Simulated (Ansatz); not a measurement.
# ZnGaGePb2: relaxing a made-up structure, part 2 of 2

Starting from a made-up structure for ZnGaGePb2, the aim is the relaxed cell, its shortest contacts and, where a second run follows, its electronic structure.

Ansatz 0.2.0; DFT, r2SCAN, plane-wave PAW, default files, scalar-relativistic, no spin, cell and ions relaxed at zero pressure (the session's first sound run).

So far: Starting point; Relaxation of the guess. The relaxed cell has a = 5.070, c = 10.499 Å (conventional setting).

**3. Electronic structure of the relaxed cell**

With the geometry fixed, one more self-consistent run, with a narrower smearing and the mesh shown in its input, gives the bands, and its pressure, and its forces where symmetry allows any, show how far the geometry depends on these settings.

This step: DFT, r2SCAN, plane-wave PAW, default files, scalar-relativistic, no spin, bands and density of states at the relaxed cell (Ansatz 0.2.0).

File input.yaml:

```yaml
crystal:
  lattice:
    - [-2.5347554411, 2.5347554411, 5.249622624]
    - [2.5347554411, -2.5347554411, 5.249622624]
    - [2.5347554411, 2.5347554411, -5.249622624]
  atoms:
    - { symbol: Pb, position: [0.8507213031, 0.3507213031, 0.5] }
    - { symbol: Pb, position: [0.3507213031, 0.8507213031, 0.5] }
    - { symbol: Ge, position: [-0.0129154361, -0.0129154361, 0.0] }
    - { symbol: Ga, position: [0.2181740013, 0.2181740013, 0.0] }
    - { symbol: Zn, position: [0.6148988286, 0.6148988286, 0.0] }
kpoints:
  mp_grid: { grid: [8, 8, 8] }
  band_path:
    path:
      - [[0.0, 0.0, 0.0], [0.0, 0.0, 0.5], [-0.11656978, 0.11656978, 0.5], [-0.30828489, 0.30828489, 0.30828489], [0.0, 0.0, 0.0], [0.5, 0.5, -0.5], [0.30828489, 0.69171511, -0.30828489], [0.0, 0.5, 0.0], [0.25, 0.25, 0.25], [0.5, 0.5, -0.11656978], [0.5, 0.5, -0.5]]
      - [[0.0, 0.0, 0.5], [0.25, 0.25, 0.25]]
    npoints: 7
scf:
  occupations: { method: fermi_dirac, width: 0.03 }
  n_extra_bands: 9
hamiltonian:
  xc: r2scan
  pseudopotentials: { kind: paw }
output:
  forces: true
  stress: true
  write_bands: true
  dos: { projected: true }
  write_density: true
  write_potential: true
  elf: true
  volumetric_format: npy
```

Run with:

```console
> ansatz run input.yaml --threads 4 --pin off --max-ram 8192MiB --backend cpu --events-out ev --progress --plain --runs-dir out
```

Numbers of over 12 decimals in the logs are rounded to 6 here.

Output:

```text
[...]
Crystal: 5 atoms, lattice volume = 134.915 Å³
Basis set: ecut = 500 eV, 3443 PW (Γ), exchange–correlation on 192×192×192 points (64 copies of the dense FFT grid, shifted against one another)
Bands: 43, of which v1, the nominal top of the filled ones, is band 34 counted from 1 (33 counted from 0)
Symmetry: 8 space group operations
[...]
k-points: 59 of 512 (time reversal used)
[...]
SCF iter   1: F=—  HF=-35258.808088 eV  |F-HF|=—  |Δ(HF+E_count)|=         —  Δρ=9.87e-3  dr2=7.50e-2  dr2_τ=6.23e-3  ethr=1.77e-3  ⟨swp⟩=7.3  Hψ=11825  notcnv=0  defer=21
[...]
SCF iter  10: F=-35258.816278 eV  HF=-35258.816278 eV  |F-HF|=3.45e-9  |Δ(HF+E_count)|=   5.78e-8  Δρ=3.30e-6  dr2=3.28e-8  dr2_τ=1.41e-10  ethr=1.49e-10  ⟨swp⟩=14.2  Hψ=18153  notcnv=0
SCF 1 converged in 10 iterations: F = -35258.816278 eV  dr2 = 3.28e-8
[...]
NSCF: frozen V_eff on 79 k-points
SCF converged after 10 iterations
Free energy (F): -35258.816278 eV
[...]
Internal energy: -35258.810282 eV  (E = F + TS)
E sigma→0 (E₀):  -35258.813280 eV
Entropy (-TS):   -0.005996 eV (-1.199 meV/atom)
Fermi energy:    8.213668 eV
[...]
--- Forces (eV/Å), atoms counted from 1 ---
  atom   1  Pb     0.00000000    -0.00000000    -0.00112924
  atom   2  Pb    -0.00000000     0.00000000    -0.00112924
  atom   3  Ge    -0.00000000    -0.00000000     0.00414908
  atom   4  Ga     0.00000000     0.00000000    -0.00190344
  atom   5  Zn     0.00000000    -0.00000000     0.00005719
  max |Σ_I F_I| component: 4.43e-5 eV/Å
--- Stress (GPa, compression-positive) ---
       -0.027193       0.000000      -0.000000
        0.000000      -0.027193       0.000000
       -0.000000       0.000000       0.034156
  P = ⅓ Tr σ = -0.0067 GPa (-0.067 kbar)
--- Band table (eV; the first three rows and the last of 59) ---
  k-point 0: bands = [... 30 lower, 5.3777, 6.1474, 7.4608, 7.4608, 7.8614, 9.0339, 10.4402, 10.8038, ... 5 higher]
  k-point 1: bands = [... 30 lower, 5.8855, 6.1955, 6.8631, 7.4522, 8.6078, 9.3931, 9.6473, 11.3677, ... 5 higher]
  k-point 2: bands = [... 30 lower, 5.8474, 5.8703, 6.0158, 8.3023, 10.0036, 10.5975, 10.6485, 11.6272, ... 5 higher]
  k-point 58: bands = [... 30 lower, 4.9768, 6.8951, 7.7563, 9.2316, 9.2316, 10.2913, 11.7551, 11.7551, ... 5 higher]
```

It took 27 s on 4 threads of Arm Neoverse V2, shared host; peak memory 1.1 GiB.

Reading the cycles: dr2 is the Hartree energy of the density residual (eV), the measure of convergence; HF is the Harris–Foulkes estimate of the energy, which meets the free energy F at convergence.

Numbers from this step:

| Item | Value |
| --- | --- |
| free energy | -35258.8163 eV |
| energy at zero smearing | -35258.8133 eV |
| smearing term TS | 0.005996 eV |
| Fermi energy | 8.214 eV |
| pressure | -0.006743 GPa |

From bands.tsv, the bands that come nearest the Fermi level along the path, at its corners, in eV from the Fermi level:

```tsv
point	band 30	band 31	band 32	band 33	band 34	band 35	band 36	band 37
Γ	-2.84	-2.84	-2.07	-0.75	-0.75	-0.35	0.82	2.23
X	-4.03	-3.15	-1.55	-1.08	0.26	0.80	4.44	4.80
Y	-4.54	-2.42	-1.25	-0.92	0.42	0.58	3.03	3.50
S	-3.47	-2.62	-1.46	-0.45	-0.04	0.80	1.68	2.65
Γ	-2.84	-2.84	-2.07	-0.75	-0.75	-0.35	0.82	2.23
Z	-3.55	-3.24	-1.32	-0.46	1.02	1.02	2.08	3.54
S1	-3.47	-2.62	-1.46	-0.45	-0.04	0.80	1.68	2.65
N	-3.15	-2.08	-1.62	-1.19	-0.72	0.89	2.26	2.78
P	-3.49	-2.68	-2.39	-2.39	2.28	2.67	2.81	2.81
Y1	-4.54	-2.42	-1.25	-0.92	0.42	0.58	3.03	3.50
Z	-3.55	-3.24	-1.32	-0.46	1.02	1.02	2.08	3.54
X	-4.03	-3.15	-1.55	-1.08	0.26	0.80	4.44	4.80
P	-3.49	-2.68	-2.39	-2.39	2.28	2.67	2.81	2.81
```

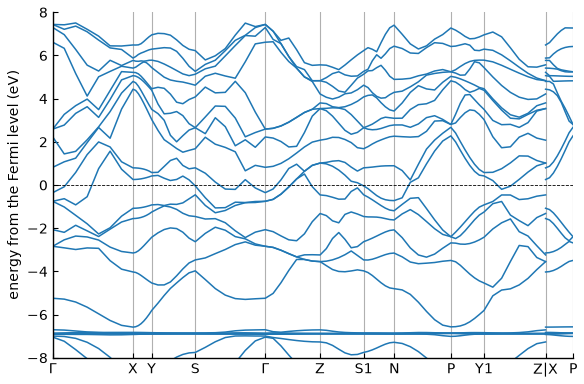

Bands along the path. 21 bands lie wholly below the window drawn.

States per cell as run, both spins, in windows of 1 eV, from dos.tsv (zero at the Fermi level):

| from | to | total |
| --- | --- | --- |
| -8 | -7 | 1.63 |
| -7 | -6 | 10.20 |
| -6 | -5 | 0.78 |
| -5 | -4 | 1.26 |
| -4 | -3 | 1.73 |
| -3 | -2 | 2.30 |
| -2 | -1 | 2.51 |
| -1 | 0 | 2.10 |
| 0 | 1 | 2.09 |
| 1 | 2 | 1.98 |
| 2 | 3 | 2.82 |
| 3 | 4 | 2.97 |
| 4 | 5 | 2.86 |

Below -8 eV lie 44.4 more states.

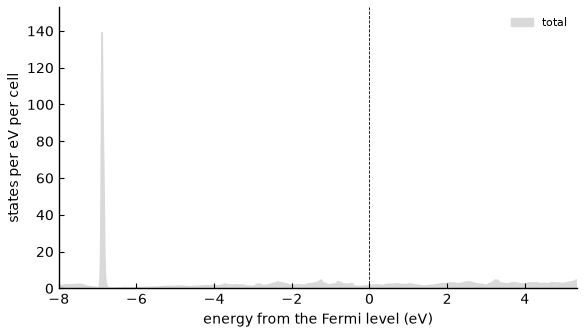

Total density of states, smoothed over about 0.04 eV.

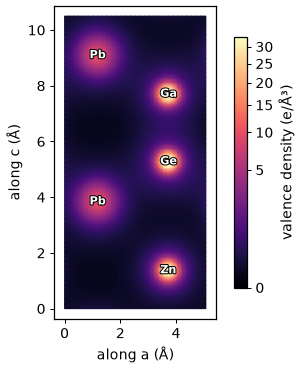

Valence density in the ac plane of the conventional cell at fractional y = 0.000, with atoms of Pb and Ge and Ga and Zn within 0.2 Å of it. It is the smooth field of the valence electrons, not physical close to the nuclei. The map starts off the cell's origin, so that atoms lie inside it. The colour scale is stretched toward low values.

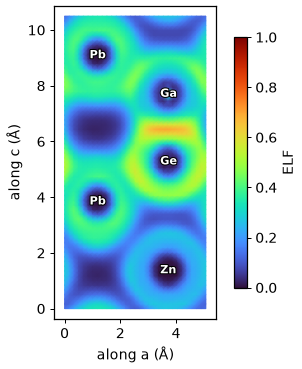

ELF in the ac plane of the conventional cell at fractional y = 0.000, with atoms of Pb and Ge and Ga and Zn within 0.2 Å of it. It is the smooth field of the valence electrons, not physical close to the nuclei. The map starts off the cell's origin, so that atoms lie inside it.

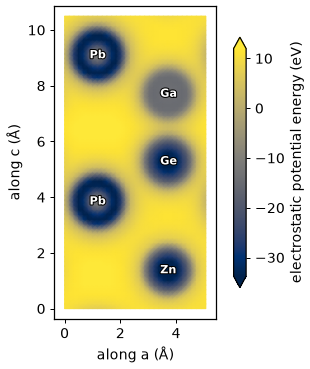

Electrostatic potential energy in the ac plane of the conventional cell at fractional y = 0.000, with atoms of Pb and Ge and Ga and Zn within 0.2 Å of it. With pseudopotentials it is smooth inside the atoms' cores, unlike the true potential. The map starts off the cell's origin, so that atoms lie inside it.

**4. Summary of results**

```yaml
space_group_relaxed: I4mm
conventional_cell: a = 5.070, b = 5.070, c = 10.499 Å; α = 90.0°, β = 90.0°, γ = 90.0°
volume_per_atom: 26.98 Å³ (guess 20.24)
```

**Reading.** ZnGaGePb2 relaxes to I4mm with a = 5.070, b = 5.070 and c = 10.499 Å. The guessed volume was 25 % too small. The space group I4mm was held in the relaxation, so the end point is a stationary structure within it and may be a saddle against distortions or other arrangements. Bands cross the Fermi level, so it is a metal or semimetal at this level. The electron count is odd, which forces that without spin polarisation or a larger cell. On the 8×8×8 mesh with the narrower smearing (relaxed on 8×8×8) the largest force component is 0.004 eV/Å and the largest stress component is 0.034 GPa, within the relaxation's thresholds of 0.015 eV/Å and 0.05 GPa. The cutoff wasn't tested. Spin-orbit coupling is left out, which can matter for elements this heavy. No dispersion term is used, so weakly bound directions may come out too long. Nothing here tests whether the compound is stable against decomposition.

[Logs are printed without paths, hosts, clocks, repeated set-up lines and the standing remarks that a program may print on its own settings, such as how far it seeks lower states.]

[Hosts, paths, dates, database ids (printed as entryN), source tags and the programs' standing remarks are cut or masked in the printed files.]
